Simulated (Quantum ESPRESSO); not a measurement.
# PbF2 (Fluorocronite): zone-centre phonons

Which modes does PbF2 (Fluorocronite) have at the zone centre?

Method: DFT LDA, scalar-relativistic, plane waves, PseudoDojo norm-conserving pseudopotentials, in Quantum ESPRESSO 7.5.

The database entry behind the starting cell differs from later determinations by our own check (0.1 to 0.3 % short, probably kX units), so it need not match the best structure at ambient conditions.

## Step 1: The structure

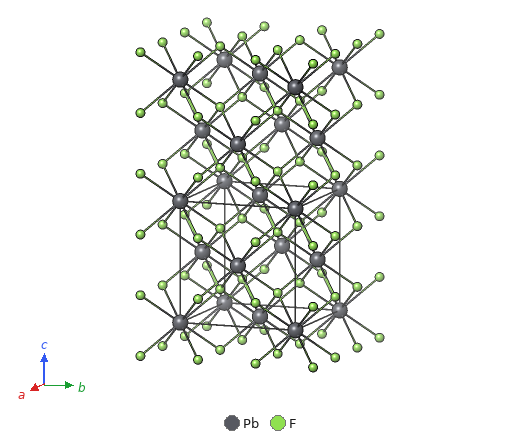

The starting structure, seen slightly off an axis (lead dark grey, fluorine green). 1×1×2 cells are drawn. This picture shows the conventional cell, with its axes. Some periodic images of atoms are drawn too.

## Step 2: A first look

A cheap run with smearing and empty bands tells whether the crystal has a gap, which decides between fixed occupations and smearing later on.

File probe.in:

```
 &control
    calculation='scf',
    prefix='x',
    outdir='./tmp',
    pseudo_dir='./pseudo',
    tprnfor=.true.,
    tstress=.true.,
    verbosity='high',
 /
 &system
    ibrav=2,
    celldm(1)=11.20101145,
    nat=3,
    ntyp=2,
    ecutwfc=92.0,
    occupations='smearing',
    smearing='gaussian',
    degauss=0.01,
 /
 &electrons
    conv_thr=1.0d-07,
    mixing_beta=0.7,
    electron_maxstep=100,
 /
ATOMIC_SPECIES
 Pb    207.2000  Pb.upf
 F      18.9984  F.upf
ATOMIC_POSITIONS crystal
 Pb     0.000000000   0.000000000   0.000000000
 F      0.750000000   0.750000000   0.750000000
 F      0.250000000   0.250000000   0.250000000
K_POINTS automatic
 6 6 6 0 0 0
```

Run with:

```bash
> OMP_NUM_THREADS=1 mpirun -n 4 pw.x -nk 4 -in probe.in > probe.out
```

What it wrote:

```text
[banners, grids, parts of the stress and lines that vanish by symmetry left out]
Program PWSCF v.7.5
     bravais-lattice index     =            2
     lattice parameter (alat)  =      11.2010  a.u.
[...]
kinetic-energy cutoff     =      92.0000  Ry
     charge density cutoff     =     368.0000  Ry
     scf convergence threshold =      1.0E-07
[...]
Exchange-correlation= SLA  PW   NOGX NOGC
                           (   1   4   0   0   0   0   0)
[...]
48 Sym. Ops., with inversion, found
[...]
(     0          1          0      )
                  (     0          0          1      )
[...]
(  0.0000000  1.0000000  0.0000000 )
                  (  0.0000000  0.0000000  1.0000000 )
[...]
(     1          0         -1      )
                  (     0          0         -1      )
[...]
(     0          1         -1      )
                  (     0          1          0      )
[...]
( -1.0000000  0.0000000  0.0000000 )
                  (  0.0000000  1.0000000  0.0000000 )
[...]
number of k points=    16  Gaussian smearing, width (Ry)=  0.0100
[...]
End of self-consistent calculation
[...]
the Fermi energy is     5.4909 ev
!    total energy              =    -238.99818534 Ry
[...]
convergence has been achieved in   8 iterations
[...]
atom    1 type  1   force =     0.00000000    0.00000000   -0.00000000
     atom    2 type  2   force =    -0.00000000    0.00000000    0.00000000
     atom    3 type  2   force =     0.00000000   -0.00000000   -0.00000000
[...]
Total force =     0.000000     Total SCF correction =     0.000000
[...]
total   stress  (Ry/bohr**3)                   (kbar)     P=      -45.31
[...]
XML data file, charge density, pseudopotentials, collected wavefunctions

   JOB DONE.
```

Wall time 6.5 s (4 MPI ranks of Intel Xeon Platinum 8259CL at 2.50GHz (Skylake/Cascade Lake), shared host); 25 s of CPU time.

Read from the output:

```
volume per atom   : 17.35 Å³
pressure          : -4.531 GPa
gap on the k-mesh : 4.286 eV
```

A gap of 4.3 eV opens on this mesh, so the crystal is taken as an insulator; the start stands at -4.5 GPa.

## Step 3: Relaxation

The relaxation runs at a cutoff a fifth above that of the response, since stress converges more slowly with the basis than frequencies do. Forces and stress are brought to rest with tight thresholds.

File relax.in:

```
 &control
    calculation='vc-relax',
    prefix='x',
    outdir='./tmp',
    pseudo_dir='./pseudo',
    tprnfor=.true.,
    tstress=.true.,
    forc_conv_thr=2.0d-05,
    etot_conv_thr=1.0d-07,
    nstep=40,
 /
 &system
    ibrav=2,
    celldm(1)=11.20101145,
    nat=3,
    ntyp=2,
    ecutwfc=110,
    occupations='fixed',
    nbnd=16,
 /
 &electrons
    conv_thr=1.0d-11,
    mixing_beta=0.7,
    electron_maxstep=100,
 /
 &ions
 /
 &cell
    press_conv_thr=0.2,
 /
ATOMIC_SPECIES
 Pb    207.2000  Pb.upf
 F      18.9984  F.upf
ATOMIC_POSITIONS crystal
 Pb     0.000000000   0.000000000   0.000000000
 F      0.750000000   0.750000000   0.750000000
 F      0.250000000   0.250000000   0.250000000
K_POINTS automatic
 8 8 8 0 0 0
```

Run with:

```bash
> OMP_NUM_THREADS=1 mpirun -n 4 pw.x -nk 4 -in relax.in > relax.out
```

What it wrote:

```text
[banners, grids, parts of the stress and lines that vanish by symmetry left out]
[banner, memory and clock lines left out]
Program PWSCF v.7.5

[...]
kinetic-energy cutoff     =     110.0000  Ry
     charge density cutoff     =     440.0000  Ry
     scf convergence threshold =      1.0E-11
[...]
energy convergence thresh.=      1.0E-07
     force convergence thresh. =      2.0E-05
     press convergence thresh. =      2.0E-01
     Exchange-correlation= SLA  PW   NOGX NOGC
                           (   1   4   0   0   0   0   0)
[...]
48 Sym. Ops., with inversion, found
[...]
number of k points=    29
[...]
End of self-consistent calculation
[...]
highest occupied, lowest unoccupied level (ev):     4.8002    9.0676
!    total energy              =    -238.99823097 Ry
[...]
convergence has been achieved in  13 iterations
[...]
atom    1 type  1   force =     0.00000000    0.00000000    0.00000000
     atom    2 type  2   force =     0.00000000    0.00000000   -0.00000000
     atom    3 type  2   force =     0.00000000    0.00000000    0.00000000
     Total force =     0.000000     Total SCF correction =     0.000000
[...]
total   stress  (Ry/bohr**3)                   (kbar)     P=      -45.31
[...]
number of bfgs steps    =   0
[...]
CELL_PARAMETERS (alat= 11.20101145)
[...]
ATOMIC_POSITIONS (crystal)
Pb              -0.0000000000        0.0000000000       -0.0000000000
F                0.7500000000        0.7500000000        0.7500000000
F                0.2500000000        0.2500000000        0.2500000000
[...]
New effective cutoffs (rho, wfc):  446.11  111.71
[...]
End of self-consistent calculation
[...]
highest occupied, lowest unoccupied level (ev):     5.1696    9.4335
!    total energy              =    -239.00028038 Ry
[...]
convergence has been achieved in   7 iterations
[...]
atom    1 type  1   force =    -0.00000000   -0.00000000    0.00000000
     atom    2 type  2   force =    -0.00000000   -0.00000000    0.00000000
     atom    3 type  2   force =    -0.00000000    0.00000000   -0.00000000
     Total force =     0.000000     Total SCF correction =     0.000000
[...]
total   stress  (Ry/bohr**3)                   (kbar)     P=      -29.18
[...]
number of bfgs steps    =   1
[...]
CELL_PARAMETERS (alat= 11.20101145)
[...]
ATOMIC_POSITIONS (crystal)
Pb               0.0000000000       -0.0000000000       -0.0000000000
[...]
New effective cutoffs (rho, wfc):  456.68  114.35
[...]
End of self-consistent calculation
[...]
highest occupied, lowest unoccupied level (ev):     5.7525   10.0059
!    total energy              =    -239.00153137 Ry
[...]
convergence has been achieved in  10 iterations
[...]
atom    1 type  1   force =    -0.00000000   -0.00000000   -0.00000000
     atom    2 type  2   force =     0.00000000    0.00000000   -0.00000000
     atom    3 type  2   force =    -0.00000000   -0.00000000    0.00000000
     Total force =     0.000000     Total SCF correction =     0.000000
[...]
total   stress  (Ry/bohr**3)                   (kbar)     P=       -0.91
[...]
number of bfgs steps    =   2
[...]
CELL_PARAMETERS (alat= 11.20101145)
[...]
ATOMIC_POSITIONS (crystal)
[...]
New effective cutoffs (rho, wfc):  457.02  114.44
[...]
End of self-consistent calculation
[...]
highest occupied, lowest unoccupied level (ev):     5.7714   10.0244
!    total energy              =    -239.00153244 Ry
[...]
convergence has been achieved in   7 iterations
[...]
atom    1 type  1   force =    -0.00000000   -0.00000000    0.00000000
     atom    2 type  2   force =     0.00000000    0.00000000   -0.00000000
     atom    3 type  2   force =     0.00000000   -0.00000000    0.00000000
     Total force =     0.000000     Total SCF correction =     0.000000
[...]
total   stress  (Ry/bohr**3)                   (kbar)     P=        0.06
[...]
number of bfgs steps    =   3
[...]
small trust_radius: resetting bfgs history
[...]
CELL_PARAMETERS (alat= 11.20101145)
[...]
ATOMIC_POSITIONS (crystal)
[...]
New effective cutoffs (rho, wfc):  457.01  114.44
[...]
End of self-consistent calculation
[...]
highest occupied, lowest unoccupied level (ev):     5.7709   10.0238
!    total energy              =    -239.00153244 Ry
[...]
convergence has been achieved in   5 iterations
[...]
atom    1 type  1   force =    -0.00000000   -0.00000000    0.00000000
     atom    2 type  2   force =    -0.00000000   -0.00000000    0.00000000
     atom    3 type  2   force =    -0.00000000   -0.00000000   -0.00000000
     Total force =     0.000000     Total SCF correction =     0.000000
[...]
total   stress  (Ry/bohr**3)                   (kbar)     P=        0.04
[...]
bfgs converged in   5 scf cycles and   4 bfgs steps
[...]
End of BFGS Geometry Optimization
     Final enthalpy           =    -239.0015324403 Ry
     File ./tmp/x.bfgs deleted, as requested
[...]
CELL_PARAMETERS (alat= 11.20101145)
[...]
ATOMIC_POSITIONS (crystal)
[...]
F                0.7500000000        0.7500000000        0.7500000000
F                0.2500000000        0.2500000000        0.2500000000
[...]
Final scf calculation at the relaxed structure.
[...]
kinetic-energy cutoff     =     110.0000  Ry
     charge density cutoff     =     440.0000  Ry
     scf convergence threshold =      1.0E-13
[...]
press convergence thresh. =      2.0E-01
     Exchange-correlation= SLA  PW   NOGX NOGC
                           (   1   4   0   0   0   0   0)
[...]
48 Sym. Ops., with inversion, found
[...]
number of k points=    29
[...]
c_bands:  1 eigenvalues not converged
[...]
End of self-consistent calculation
[...]
highest occupied, lowest unoccupied level (ev):     5.7709   10.0238
!    total energy              =    -239.00153050 Ry
[...]
convergence has been achieved in  16 iterations
[...]
atom    1 type  1   force =     0.00000000    0.00000000    0.00000000
     atom    2 type  2   force =     0.00000000   -0.00000000    0.00000000
     atom    3 type  2   force =     0.00000000    0.00000000   -0.00000000
     Total force =     0.000000     Total SCF correction =     0.000000
[...]
total   stress  (Ry/bohr**3)                   (kbar)     P=        0.03
[...]
XML data file, charge density, pseudopotentials, collected wavefunctions
```

It took 89 s on 4 MPI ranks.

Relaxation path:

```
step  energy less that of the first step (eV)  largest force (eV/Å)  pressure (GPa)  volume (Å³)
   1                                   0.0000                0.0000           -4.53        52.06
   2                                  -0.0279                0.0000           -2.92        50.87
   3                                  -0.0449                0.0000           -0.09        49.11
   4                                  -0.0449                0.0000            0.01        49.06
   5                                  -0.0449                0.0000            0.00        49.06
   6                                  -0.0449                0.0000            0.00        49.06
```

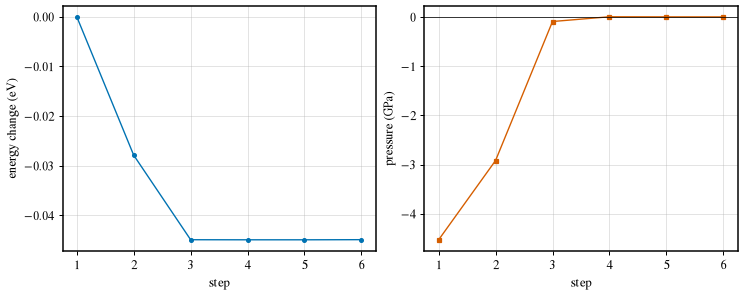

Energy and pressure along the relaxation.

```
conventional cell, symmetrised  before  after  change
                         a (Å)   5.927  5.811  -2.0 %
                         b (Å)   5.927  5.811  -2.0 %
                         c (Å)   5.927  5.811  -2.0 %
              volume (Å³/atom)   17.35  16.35  -5.8 %
```

Final coordinates:

```
CELL_PARAMETERS angstrom
-2.90556 0.00000 2.90556
0.00000 2.90556 2.90556
-2.90556 2.90556 0.00000
ATOMIC_POSITIONS crystal
Pb 0.00000 0.00000 0.00000
F 0.75000 0.75000 0.75000
F 0.25000 0.25000 0.25000
```

The last row of the table of steps is pw.x's closing run on a basis chosen anew for the final cell, so its energy can jump.

Read from the output:

```yaml
volume_per_atom: 16.35 Å³
pressure: 0.003000 GPa
gap_on_the_k_mesh: 4.253 eV
```

The volume changes by -5.8 % from the cell with which this run began.

## Step 4: Self-consistent run for the response

The response is built on this ground state, so it is converged far tighter than an energy would need. With a gap, occupations are fixed, which also allows the response to an electric field.

File scf.in:

```
 &control
    calculation='scf',
    prefix='x',
    outdir='./tmp',
    pseudo_dir='./pseudo',
    tprnfor=.true.,
    tstress=.true.,
 /
 &system
    ibrav=2,
    celldm(1)=10.98143784,
    nat=3,
    ntyp=2,
    ecutwfc=92.0,
    occupations='fixed',
    nbnd=16,
 /
 &electrons
    conv_thr=1.0d-12,
    mixing_beta=0.7,
    electron_maxstep=100,
 /
ATOMIC_SPECIES
 Pb    207.2000  Pb.upf
 F      18.9984  F.upf
ATOMIC_POSITIONS crystal
 Pb     0.000000000   0.000000000   0.000000000
 F      0.750000000   0.750000000   0.750000000
 F      0.250000000   0.250000000   0.250000000
K_POINTS automatic
 8 8 8 0 0 0
```

Run with:

```bash
> OMP_NUM_THREADS=1 mpirun -n 4 pw.x -nk 4 -in scf.in > scf.out
```

What it wrote:

```text
[banners, grids, parts of the stress and lines that vanish by symmetry left out]
[banner, memory and clock lines left out]
Program PWSCF v.7.5

[...]
kinetic-energy cutoff     =      92.0000  Ry
     charge density cutoff     =     368.0000  Ry
     scf convergence threshold =      1.0E-12
[...]
Exchange-correlation= SLA  PW   NOGX NOGC
                           (   1   4   0   0   0   0   0)
[...]
48 Sym. Ops., with inversion, found
[...]
number of k points=    29
[...]
End of self-consistent calculation
[...]
highest occupied, lowest unoccupied level (ev):     5.7709   10.0238
!    total energy              =    -239.00148442 Ry
[...]
convergence has been achieved in  14 iterations
[...]
atom    1 type  1   force =     0.00000000    0.00000000    0.00000000
     atom    2 type  2   force =     0.00000000    0.00000000    0.00000000
     atom    3 type  2   force =     0.00000000    0.00000000    0.00000000
     Total force =     0.000000     Total SCF correction =     0.000000
[...]
total   stress  (Ry/bohr**3)                   (kbar)     P=       -0.03
[...]
XML data file, charge density, pseudopotentials, collected wavefunctions
```

Run time: 16 s. Hardware: 4 MPI ranks.

Numbers from this step:

```
pressure : -0.003000 GPa
```

The cell stands at -0.0030 GPa, close enough for phonons.

(Part 1 of 4 ends here.)

[Host names and launcher messages were left out of these logs when they were recorded.]

[Logs are printed without paths, hosts, clocks, repeated set-up lines and the standing remarks that a program may print on its own settings, such as how far it seeks lower states.]

[Hosts, paths, dates, database ids (printed as entryN), source tags and the programs' standing remarks are cut or masked in the printed files.]
